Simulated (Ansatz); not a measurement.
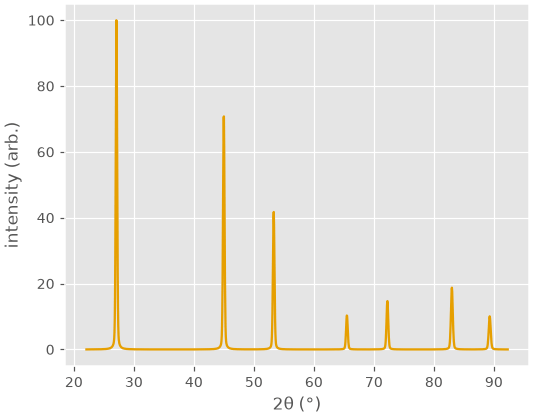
Figure: Simulated powder pattern, Cu Kα, λ = 1.54184 Å

The pattern belongs to a structure relaxed with PBE+D3(BJ) in the plane-wave PAW code Ansatz.

Problem. Pick the material that matches.
(A) Na, bcc (W type)
(B) Y, hcp (Mg type)
(C) Ge, diamond

Solution. C, Ge, diamond

Space group Fd-3m (diamond). The PBE+D3(BJ) relaxation kept the symmetry of its start.

Potentials: the later of the program's two PAW sets.
